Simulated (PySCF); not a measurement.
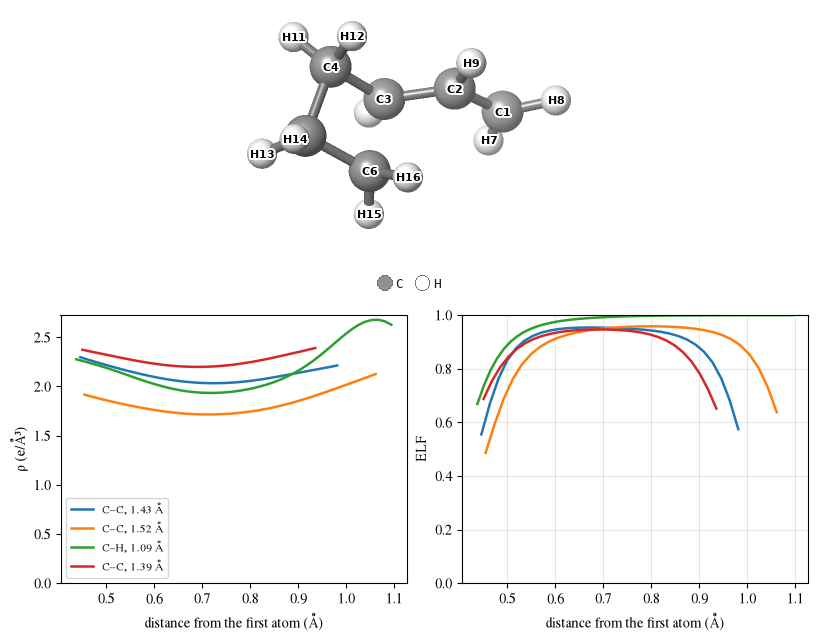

*C₆H₁₀ (charge +1, doublet). Electron density and ELF along straight lines between neighbouring atoms. The curves leave out the atomic cores. The structure is drawn too.*

Geometry: PBE0-D3(BJ)/ma-def2-SVP.

Method: DFT single point, gas phase, functional wB97X (PySCF 2.14.0, density-fitted response routines).

Input

```
{"job": {"kind": "sp", "xc": "wB97X", "basis": "ma-def2-TZVP", "d3": "d3bj", "grid": 2}, "charge": 1, "multiplicity": 2}
C     -2.461467    -0.560584    -0.587974
C     -1.367634    -0.380620     0.243145
C     -0.021965    -0.572926    -0.190431
C      1.176287    -0.559925     0.737737
C      1.783343     0.672992     0.027434
C      0.464109     1.043550    -0.620116
H     -2.337074    -0.835400    -1.640523
H     -3.480842    -0.456135    -0.205491
H     -1.534509    -0.037978     1.272212
H      0.098467    -1.153277    -1.115869
H      1.788608    -1.471594     0.701478
H      0.892265    -0.349461     1.778166
H      2.534445     0.384166    -0.720495
H      2.194188     1.445261     0.693302
H      0.369427     1.142345    -1.708907
H     -0.137567     1.793244    -0.091751
```

Command:

```sh
OMP_NUM_THREADS=1 python redox_run.py task.json out
```

What kind of bonding do the profiles show?

C–C (1.43 Å): ρ is about 2 e/Å³ halfway; the ELF peaks at about 0.95 between the atoms; localised, covalent bonding.
C–C (1.52 Å): ρ at the midpoint is about 1.7 e/Å³; the ELF peaks at about 0.95 between the atoms, as expected for localised, covalent bonding.
C–H (1.09 Å): the density is about 2.1 e/Å³ at the midpoint; the ELF climbs to about 1 towards the hydrogen, as it does in any bond to H; an ordinary covalent bond to hydrogen.
C–C (1.39 Å): ρ at the midpoint is about 2.2 e/Å³; the ELF peaks at about 0.95 between the atoms: a covalent bond.
